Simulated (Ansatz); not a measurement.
The parent structure is LiF in the rock salt structure (space group Fm-3m, No. 225; a = 4.008 Å).

Now apply this change: every lattice vector is shortened by 3.00 %; the atoms relax in the strained cell.

The values are results of PBEsol (Ansatz, a quantum-chemistry and plane-wave program), spin-orbit coupling left out, not measurements.

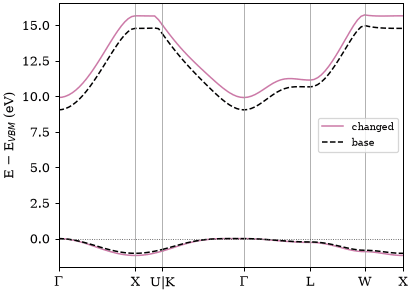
Highest valence and lowest conduction band along the path, each from its own valence-band maximum

**Question.** Read the changed gap and its character from the plot.

**Answer.** About 9.9 eV, direct at Γ.

Whether these cells are dynamically stable was not tested.
